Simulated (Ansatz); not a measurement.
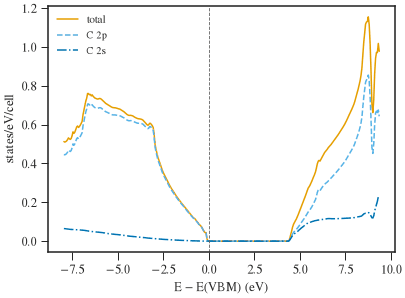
Figure. Total and projected density of states of C (diamond, space group No. 227), plane-wave PAW r²SCAN (Ansatz code)

Which orbitals carry the states next to the gap?

Top 1 eV of the valence band: C 2p 98 %. Bottom 1 eV of the conduction band: C 2p 53 %, C 2s 38 %, outside the projected shells 9 %. Projections are on Löwdin-orthogonalised atomic valence shells; empty p or d shells of many metals are not among them.

Where is the tallest occupied peak in this window, and what makes it?

Near -6.7 eV, about 0.76 states/eV per cell; the largest projected share is C 2p.

Space group Fd-3m (diamond). Symmetry was held in the r²SCAN relaxation.

Potentials: the later of the program's two PAW sets.
